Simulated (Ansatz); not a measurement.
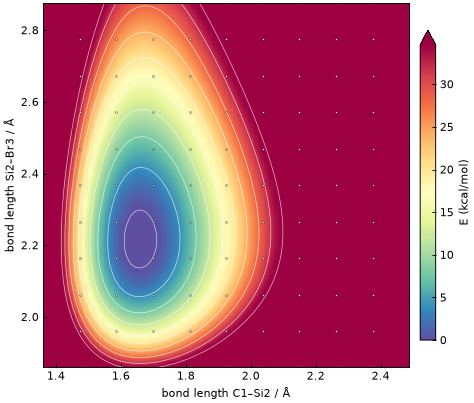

CHBrSi, SMILES C#[Si]Br. The first coordinate is: bond length C1–Si2; the second: bond length Si2–Br3. Nothing is relaxed (all other coordinates rigid). The scan uses an 11 × 11 grid. Energies: kcal/mol, counted from the lowest grid point. The reference is spin-restricted, which grows unreliable where a bond is stretched far. All numbers below come from RKS B3LYP-D4/def2-TZVP (Ansatz 0.2.0).

In the figure: a smooth colour map with a few white contour lines, dots at the grid points, one colour for all values above the top of the scale. Between grid points the surface is interpolated.

> Where is the minimum, and how stiff is the well along each coordinate?

The interpolated minimum is at bond length C1–Si2 ≈ 1.659 Å, bond length Si2–Br3 ≈ 2.213 Å. The curvatures there are about 36 eV/Å² and 14 eV/Å², with a cross term of about −0.5 eV/Å². Round the minimum the two coordinates are nearly uncoupled. (1 eV is 23.1 kcal/mol.)
